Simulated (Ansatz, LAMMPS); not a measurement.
# Electronic structure of liquid Cu47Zr53 (at. %) at 2160 K (62 atoms)

What does DFT give for liquid Cu47Zr53 (at. %) at 2160 K (62 atoms) as built?

Calculated with Ansatz 0.2.0; Kohn-Sham DFT, PBE, PAW (set soft_2), plane waves.

## 1. Set-up

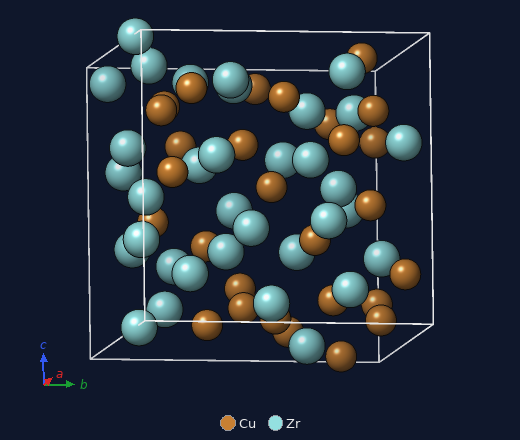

The starting structure, seen slightly off an axis (copper orange, zirconium light teal). Some periodic images of atoms are drawn too.

The cell holds 62 atoms: 29 Cu and 33 Zr. Cell: a = 10.696 Å, b = 10.696 Å, c = 10.696 Å, α = 90.0°, β = 90.0°, γ = 90.0°. 62 atoms (29 Cu, 33 Zr) placed at random at 6.55 g/cm³, melted at 2200 K for 10 ps at fixed volume with the Finnis-Sinclair Cu-Zr potential (Mendelev, file CuZr_mm.eam.fs of the LAMMPS distribution). Snapshot at the end of a hold of 10 ps at 2160 K and zero pressure.

What the set-up can't give: The starting topology of bonds comes from the classical model, and needn't be the one that DFT or experiment would give. The electron count is odd and the run has no spin polarisation.

## 2. Making the structure

A classical potential makes the cell, at a small fraction of what the same run would cost in DFT.

This step: classical MD, Finnis-Sinclair Cu-Zr potential (Mendelev, file CuZr_mm.eam.fs of the LAMMPS distribution) (LAMMPS 22 Jul 2025 - Update 4).

Input file in.lmp:

```
# melt-quench of Cu29Zr33
units metal
atom_style atomic
boundary p p p
region box block 0 10.7139 0 10.7139 0 10.7139
create_box 2 box
mass 1 63.5460   # Cu
mass 2 91.2240   # Zr
create_atoms 1 random 29 119241 NULL overlap 1.95 maxtry 2000
create_atoms 2 random 33 119248 NULL overlap 1.95 maxtry 2000
pair_style eam/fs
pair_coeff * * CuZr_mm.eam.fs Cu Zr
neigh_modify delay 0 every 1 check yes
thermo_style custom step time temp pe press density
thermo_modify norm yes
timestep 0.002
thermo 100
min_style cg
minimize 1e-4 1e-4 200 2000
reset_timestep 0
velocity all create 2200 119242 mom yes dist gaussian
fix lim all nve/limit 0.05
fix lan all langevin 2200 2200 0.2 119243 zero yes
thermo 500
run 1000 post no
unfix lim
unfix lan
thermo 833
fix md all nvt temp 2200 2200 0.2
run 5000 post no
unfix md
thermo 833
fix md all npt temp 2200 2160 0.2 iso 0 0 2
run 2500 post no
unfix md
compute msd all msd com yes
thermo 1250
fix md all npt temp 2160 2160 0.2 iso 0 0 2
run 5000 post no
print "== T2160: mean square displacement over the hold $(c_msd[4]:%.2f) A^2"
unfix md
uncompute msd
write_dump all custom T2160.dump id type xs ys zs modify sort id
```

Started as:

```
> lmp -in in.lmp -log none -nocite
```

Numbers of over 12 decimals in the logs are rounded to 6 here.

The program printed:

```text
LAMMPS (22 Jul 2025 - Update 4)
Created orthogonal box = (0 0 0) to (10.7139 10.7139 10.7139)
Created 29 atoms
Created 33 atoms
   Step          Time           Temp          PotEng         Press         Density
         0   0              0             -2.556609       367525.62      6.5529493
        85   0.17           0             -4.849175      -67830.224      6.5529493
Loop time of 0.0353665 s on 1 MPI rank(s) for 85 steps with 62 atoms
Minimization stats:
  Stopping criterion = energy tolerance
  Energy initial, next-to-last, final =
     -2.55660901749838  -4.84876910425314  -4.84917498597027
  Force two-norm initial, final = 100.16142 0.41292498
[... 15 lines left out ...]
Loop time of 1.30057 s on 1 MPI rank(s) for 5000 steps with 62 atoms
   Step          Time           Temp          PotEng         Press         Density
[... 5 lines left out ...]
Loop time of 0.676003 s on 1 MPI rank(s) for 2500 steps with 62 atoms
   Step          Time           Temp          PotEng         Press         Density
[... 2 lines left out ...]
     10000   20             2106.8878     -4.5738792      17791.863      6.7986512
     11250   22.5           2235.4069     -4.4754583     -25088.212      6.2217841
     12500   25             2580.6025     -4.5483629      12226.501      6.6612263
     13500   27             2137.8195     -4.5558993      4300.0074      6.5864669
Loop time of 1.35234 s on 1 MPI rank(s) for 5000 steps with 62 atoms
== T2160: mean square displacement over the hold 29.67 A^2
```

Wall time 3.8 s (1 thread of Intel Xeon Platinum 8259CL at 2.50GHz (Skylake/Cascade Lake), shared host); peak memory 0.08 GiB.

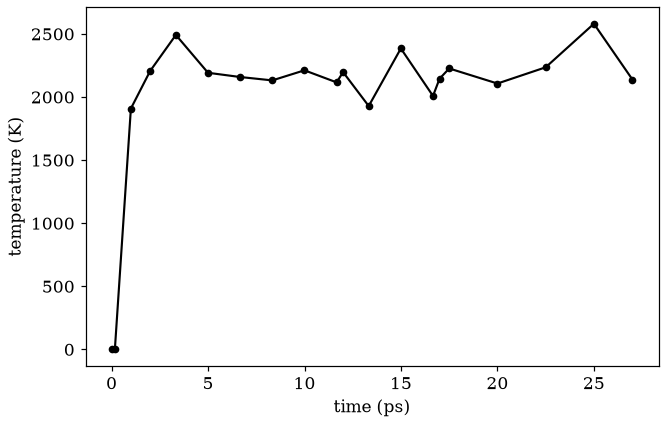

Temperature, plotted against time.

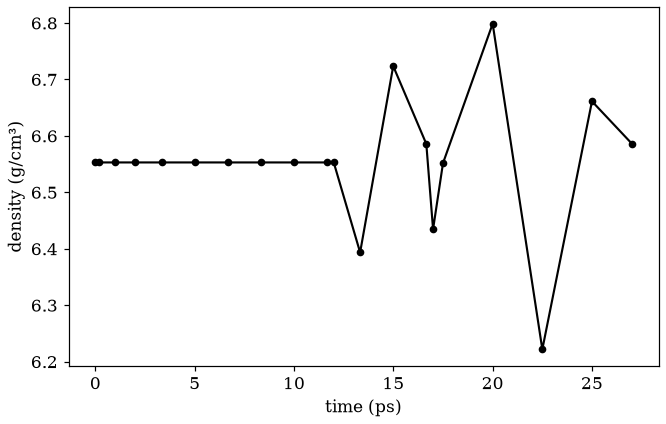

Density, plotted against time.

## 3. Plane-wave single point

The electrons are solved once, with the atoms held.

Input file input.yaml:

```yaml
crystal:
  lattice:
    - [10.6957, 0.0, 0.0]
    - [0.0, 10.6957, 0.0]
    - [0.0, 0.0, 10.6957]
  atoms:
    - { symbol: Cu, position: [0.05978, 0.98495, 0.74676] }
    - { symbol: Cu, position: [0.35054, 0.94178, 0.09759] }
    - { symbol: Cu, position: [0.62892, 0.4174, 0.65754] }
    - { symbol: Cu, position: [0.09287, 0.56543, 0.92159] }
    - { symbol: Cu, position: [0.90353, 0.51073, 0.78777] }
    - { symbol: Cu, position: [0.04086, 0.17061, 0.11073] }
    - { symbol: Cu, position: [0.99255, 0.10385, 0.51327] }
    - { symbol: Cu, position: [0.5381, 0.30364, 0.04953] }
    - { symbol: Cu, position: [0.14413, 0.81279, 0.79704] }
    - { symbol: Cu, position: [0.59274, 0.52993, 0.06736] }
    - { symbol: Cu, position: [0.3475, 0.20101, 0.82353] }
    - { symbol: Cu, position: [0.014, 0.68407, 0.0995] }
    - { symbol: Cu, position: [0.74414, 0.83573, 0.43996] }
    - { symbol: Cu, position: [0.32887, 0.4704, 0.13724] }
    - { symbol: Cu, position: [0.09838, 0.97675, 0.18537] }
    - { symbol: Cu, position: [0.28002, 0.35266, 0.35459] }
    - { symbol: Cu, position: [0.10487, 0.84902, 0.00518] }
    - { symbol: Cu, position: [0.63691, 0.83255, 0.9587] }
    - { symbol: Cu, position: [0.52087, 0.74503, 0.14202] }
    - { symbol: Cu, position: [0.61309, 0.66716, 0.3362] }
    - { symbol: Cu, position: [0.98725, 0.70077, 0.63014] }
    - { symbol: Cu, position: [0.44335, 0.13837, 0.41273] }
    - { symbol: Cu, position: [0.12863, 0.29726, 0.71622] }
    - { symbol: Cu, position: [0.64046, 0.86987, 0.77828] }
    - { symbol: Cu, position: [0.68675, 0.96438, 0.21194] }
    - { symbol: Cu, position: [0.11603, 0.49946, 0.23235] }
    - { symbol: Cu, position: [0.9235, 0.18684, 0.8115] }
    - { symbol: Cu, position: [0.6997, 0.12358, 0.76372] }
    - { symbol: Cu, position: [0.49601, 0.54106, 0.53178] }
    - { symbol: Zr, position: [0.46155, 0.77913, 0.53356] }
    - { symbol: Zr, position: [0.28999, 0.66519, 0.33658] }
    - { symbol: Zr, position: [0.49617, 0.04463, 0.66002] }
    - { symbol: Zr, position: [0.47855, 0.38335, 0.31044] }
    - { symbol: Zr, position: [0.15099, 0.86411, 0.50284] }
    - { symbol: Zr, position: [0.66274, 0.07361, 0.47066] }
    - { symbol: Zr, position: [0.3082, 0.20137, 0.1323] }
    - { symbol: Zr, position: [0.71184, 0.42781, 0.36117] }
    - { symbol: Zr, position: [0.21516, 0.03132, 0.91631] }
    - { symbol: Zr, position: [0.90268, 0.01077, 0.29227] }
    - { symbol: Zr, position: [0.39341, 0.84995, 0.80241] }
    - { symbol: Zr, position: [0.72722, 0.3602, 0.86754] }
    - { symbol: Zr, position: [0.01086, 0.29237, 0.31931] }
    - { symbol: Zr, position: [0.07886, 0.48991, 0.50468] }
    - { symbol: Zr, position: [0.72603, 0.21171, 0.20089] }
    - { symbol: Zr, position: [0.2036, 0.11174, 0.35031] }
    - { symbol: Zr, position: [0.08652, 0.34242, 0.94224] }
    - { symbol: Zr, position: [0.22566, 0.07981, 0.61124] }
    - { symbol: Zr, position: [0.85703, 0.28353, 0.59204] }
    - { symbol: Zr, position: [0.2635, 0.62584, 0.65567] }
    - { symbol: Zr, position: [0.4342, 0.93133, 0.29827] }
    - { symbol: Zr, position: [0.29519, 0.69489, 0.01404] }
    - { symbol: Zr, position: [0.87141, 0.93021, 0.63952] }
    - { symbol: Zr, position: [0.87774, 0.73551, 0.88097] }
    - { symbol: Zr, position: [0.44124, 0.42505, 0.88659] }
    - { symbol: Zr, position: [0.89773, 0.6609, 0.36542] }
    - { symbol: Zr, position: [0.54024, 0.65902, 0.78816] }
    - { symbol: Zr, position: [0.85727, 0.46713, 0.08396] }
    - { symbol: Zr, position: [0.82684, 0.01326, 0.99975] }
    - { symbol: Zr, position: [0.41848, 0.30691, 0.61396] }
    - { symbol: Zr, position: [0.7128, 0.63679, 0.59792] }
    - { symbol: Zr, position: [0.55416, 0.11086, 0.93547] }
    - { symbol: Zr, position: [0.77845, 0.75582, 0.14542] }
kpoints:
  mp_grid: { grid: [2, 2, 2] }
hamiltonian:
  xc: pbe
scf:
  occupations: { method: cold, width: 0.15 }
output:
  forces: true
  stress: true
  populations: intrinsic
  dos:
    method: { smearing: { sigma: 0.1 } }
    de: 0.1
    projected: { site_lists: { Cu: [Cu], Zr: [Zr] } }
  eigenvalues: true
  write_density: true
  write_potential: true
  volumetric_format: npy
```

Started as:

```
> ansatz run input.yaml --threads 8 --pin off --max-ram 15872MiB --backend cpu --events-out ev --progress --plain --runs-dir out
```

The program printed:

```text
Engine: ansatz 0.2.0, x86_64-unknown-linux-gnu
Pseudopotentials: kind: paw
Pseudopotential: Cu, paw, valence charge 19, recommended cutoff 420 eV (normal), Cu.paw.azcp
Pseudopotential: Zr, paw, valence charge 12, recommended cutoff 420 eV (normal), Zr.paw.azcp
[... 5 lines on functional and potentials left out ...]
Crystal: 62 atoms, lattice volume = 1223.567 Å³
Basis set: ecut = 420 eV, 23847 PW (Γ), exchange–correlation on 144×144×144 points (8 copies of the dense FFT grid, shifted against one another)
Bands: 569, of which v1, the nominal top of the filled ones, is band 474 counted from 1 (473 counted from 0)
Symmetry: 1 space group operations
Space group: P1 (ITA 1), of the structure as read, at distance tolerance 1.1e-4 Å
k-points: 8
[... 5 lines on functional and potentials left out ...]
Initial density: superposition of atomic densities (neutral atoms: chi_scale 0, normalization atom), corrected by the library's trained network
[...]
atom  13  Cu    -0.66675422     0.31295366    -0.66937796
  atom  14  Cu    -0.12099963     0.07479757    -0.56992072
[...]
atom  61  Zr    -1.50784262    -1.86032268     1.33554379
  atom  62  Zr     0.13555693    -0.89686375     0.43341306
  max |Σ_I F_I| component: 6.74e-5 eV/Å
--- Stress (GPa, compression-positive) ---
       -0.710117       0.988712       0.570374
        0.988712       0.278846      -0.254758
        0.570374      -0.254758      -0.274083
  P = ⅓ Tr σ = -0.2351 GPa (-2.351 kbar)
--- Band table (eV; the first three rows and the last of 8) ---
  k-point 0: bands = ["-100.3261", "-100.3042", "-100.2741", "-100.1595", [... 553 levels ...], "16.1353", "16.1789", "16.2117", "16.2222", "16.2577", "16.3437", "16.3688", "16.4134", "16.4387", "16.4705", "16.5375", "16.5492"]
[...]
--- intrinsic populations: 62 sites ---
  site symbol       q [e]
     0     Cu     18.7108
     1     Cu     18.6877
     2     Cu     18.6683
[...]
61     Zr     12.4232
  spilling = -0.000000 (of n_electrons = 947.000000)
[key lines of the parts left out:]
SCF converged after 11 iterations
Free energy (F): -330175.479571 eV
Fermi energy:    13.142141 eV
```

It took 2 min on 8 threads of Intel Xeon Platinum 8259CL at 2.50GHz (Skylake/Cascade Lake), shared host; peak memory 11 GiB; 15 min of CPU time.

In the SCF lines HF is the Harris–Foulkes energy and dr2 the Hartree energy of the density residual, in eV; the loop may stop once dr2 is under the threshold and the program's other checks hold. Hψ counts applications of the Hamiltonian.

The program notes that it cut back its work space to fit the memory limit.

Read from the output:

```
free energy                             : -330175.4796 eV
free energy per atom                    : -5325.4110 eV/atom
SCF cycles                              : 11
pressure                                : -0.2351 GPa
r.m.s. force component                  : 1.102 eV/Å
longest force                           : 6.153 eV/Å
Fermi energy                            : 13.14 eV
levels partly filled by over 2 per cent : 84
```

Length of the force by element:

```tsv
element	coordination	atoms	mean length of the force (eV/Å)	spread	least	most
Cu	all	29	1.67	1.38	0.469	6.15
Zr	all	33	1.48	0.725	0.477	3.27
```

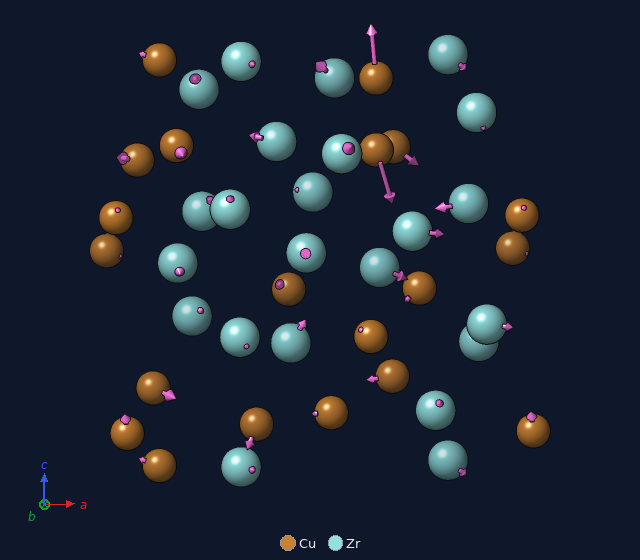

Forces as arrows; the longest in the cell is 6.15 eV/Å. Drawn is a slice 6 Å thick, seen along the normal of the ac plane.

Intrinsic-atomic-orbital charges by element:

```tsv
element	coordination	atoms	mean charge (e)	spread	least	most
Cu	all	29	0.288	0.0631	0.163	0.387
Zr	all	33	-0.253	0.101	-0.479	-0.0536
```

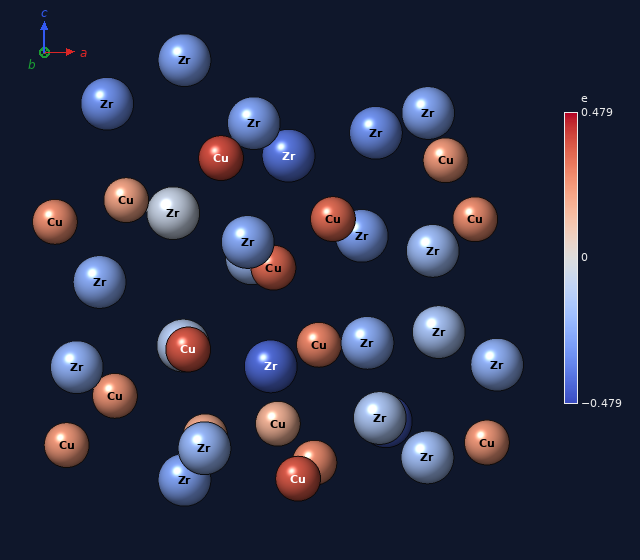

Atoms coloured by intrinsic-atomic-orbital charge. Drawn is a slice 6 Å thick, seen along the normal of the ac plane.

Density of states as counts of states in windows of 1 eV (from the Fermi level), total and the larger projections:

```tsv
from (eV)	to (eV)	total	Cu d	Zr d	Zr s	Cu s
-14	-7	0.0	0.0	0.0	0.0	0.0
-7	-6	3.5	0.1	0.1	1.4	1.8
-6	-5	10.9	1.1	1.0	3.2	5.4
-5	-4	51.1	32.5	7.1	4.1	6.9
-4	-3	170.9	144.9	14.9	5.2	4.8
-3	-2	105.3	85.2	10.7	4.7	3.6
-2	-1	45.5	9.7	25.6	5.3	2.9
-1	0	62.4	6.1	45.9	3.9	2.3
0	1	61.8	4.0	48.1	2.8	1.9
1	2	52.4	2.3	41.6	2.4	1.6
```

Between -26 and -14 eV lie 5 more states.

The stored curve holds about 454 of the 947 electrons; the rest, give or take the few that broadening carries across the Fermi level, lie in deeper levels below its range.

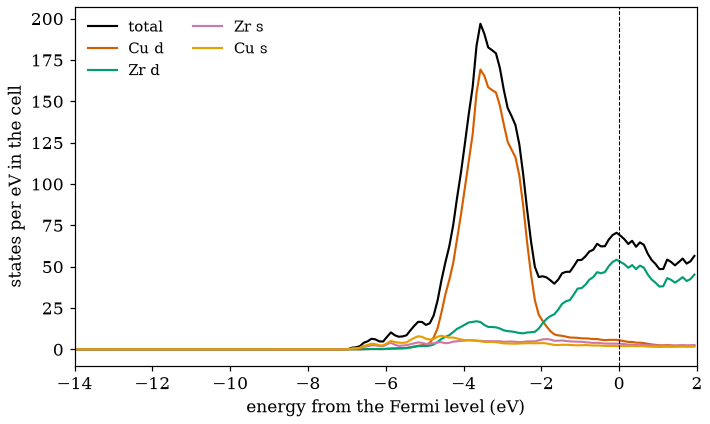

Total and projected density of states, with the broadening of the input.

The levels nearest the highest filled one (over half full), pooled over k-points and spins:

```tsv
level less the highest filled one (eV)	occupation
-0.0145	1.19
-0.0143	1.19
-0.0112	1.16
-0.0074	1.12
-0.0034	1.08
0	1.04
0.0066	0.979
0.0118	0.929
0.0137	0.91
0.0175	0.874
0.0253	0.802
0.027	0.786
```

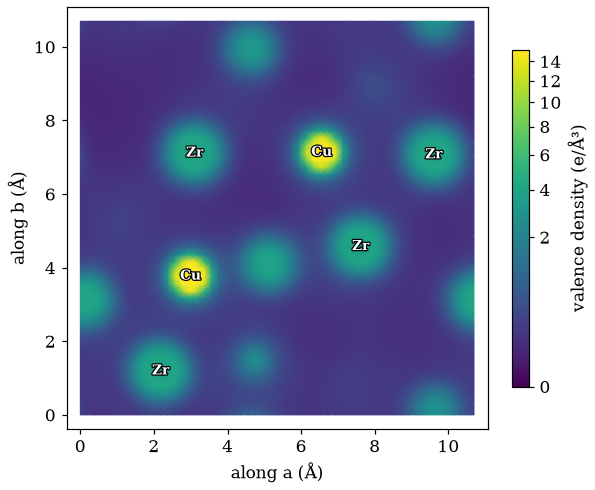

Valence density in the ab plane at fractional z = 0.350, with atoms of Cu and Zr within 0.2 Å of it. It is the smooth field of the valence electrons, not physical close to the nuclei. The colour scale is stretched toward low values.

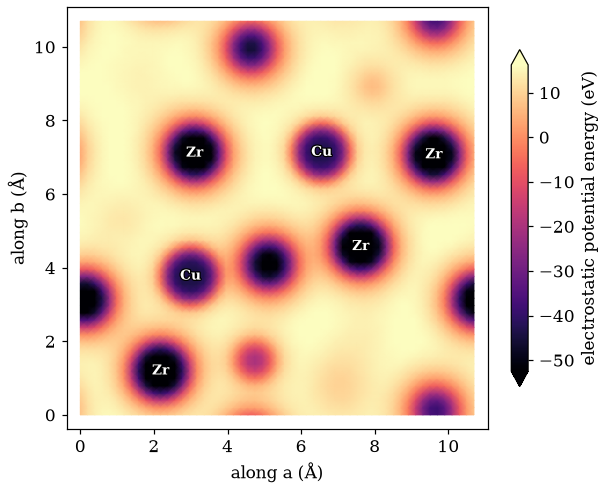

Electrostatic potential energy in the ab plane at fractional z = 0.350, with atoms of Cu and Zr within 0.2 Å of it. With pseudopotentials it is smooth inside the atoms' cores, unlike the true potential.

Mean intrinsic-atomic-orbital charges: Cu +0.29, Zr -0.25 e. Among metals such projection charges depend strongly on the orbitals used and are no measure of ionicity. Within 0.4 eV of the Fermi level the largest share is Zr d (82 % of the projected weight).

## 4. Structure statistics

These statistics describe the geometry on which the runs were made.

Density 6.59 g/cm³, 19.73 Å³ an atom.

g(r), total and by pair (bins of 0.2 Å):

```tsv
r (Å)	total	Zr-Zr	Zr-Cu	Cu-Cu
1.90	0.07	0.00	0.00	0.30
2.10	0.11	0.00	0.11	0.26
2.30	0.37	0.00	0.27	1.07
2.50	1.28	0.27	1.69	1.67
2.70	1.90	0.47	2.93	1.42
2.90	1.93	1.47	2.56	1.11
3.10	1.68	2.02	1.90	0.73
3.30	1.33	1.97	1.27	0.63
3.50	0.98	1.48	0.62	1.15
3.70	0.58	0.73	0.52	0.52
3.90	0.72	1.13	0.46	0.77
4.10	0.68	0.74	0.58	0.83
4.30	0.69	0.82	0.58	0.74
4.50	0.85	0.57	0.73	1.48
4.70	0.96	0.64	1.08	1.09
4.90	1.16	1.34	0.97	1.35
5.10	0.97	1.07	0.90	1.02
```

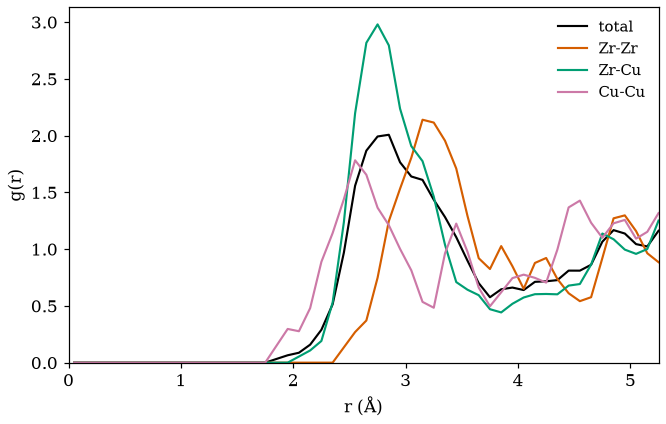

Pair distribution functions, lightly smoothed.

The surroundings of Zr45, whose charge lies farthest from its element's mean, nearest first, numbered as they follow in the input and with coordinates relative to it.

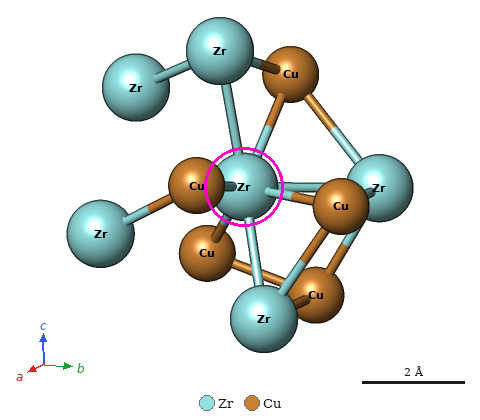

The atoms of the table, within 3.2 Å (arrows a, b, c point along x, y, z); some may hide others; the central atom is ringed.

```tsv
atom	x	y	z	distance (Å)	intrinsic-atomic-orbital charge (e)	Fx	Fy	Fz (eV/Å)
Zr45	0.00	0.00	0.00	0.00	-0.48	0.30	-0.63	0.28
Cu15	-1.13	-1.44	-1.76	2.54	0.32	1.61	-1.72	-0.68
Cu22	2.56	0.28	0.67	2.67	0.37	-0.65	1.41	0.27
Cu16	0.82	2.58	0.05	2.70	0.37	-3.60	0.16	0.92
Zr36	1.12	0.96	-2.33	2.76	-0.20	0.41	0.53	-0.52
Zr47	0.24	-0.34	2.79	2.82	-0.33	0.64	1.02	0.63
Zr42	-2.06	1.93	-0.33	2.84	-0.21	-1.71	0.57	-0.07
Cu7	-2.26	-0.08	1.74	2.85	0.35	0.42	-0.12	-0.16
Cu6	-1.74	0.63	-2.56	3.16	0.33	-0.57	0.19	-0.50
Zr34	-0.56	-2.65	1.63	3.16	-0.09	0.03	-1.39	-0.48
Zr50	2.47	-1.93	-0.56	3.18	-0.26	0.84	-0.43	1.41
```

## 5. Outcome

* free energy per atom: -5325.4110 eV/atom
* pressure: -0.2351 GPa
* r.m.s. force component: 1.102 eV/Å
* wall time of the 1 DFT run: 2 min

In words: 84 levels are partly filled, by over 2 % (on the run's k-points), as in a metal.

What to keep in mind: The force components of 1.1 eV/Å r.m.s. hold both thermal displacement and the mismatch between the potential that made the cell and DFT. The pressure of a single frame lacks the kinetic term.

[Logs are printed without paths, hosts, clocks, repeated set-up lines and the standing remarks that a program may print on its own settings, such as how far it seeks lower states.]

[Hosts, paths, dates, database ids (printed as entryN), source tags and the programs' standing remarks are cut or masked in the printed files.]
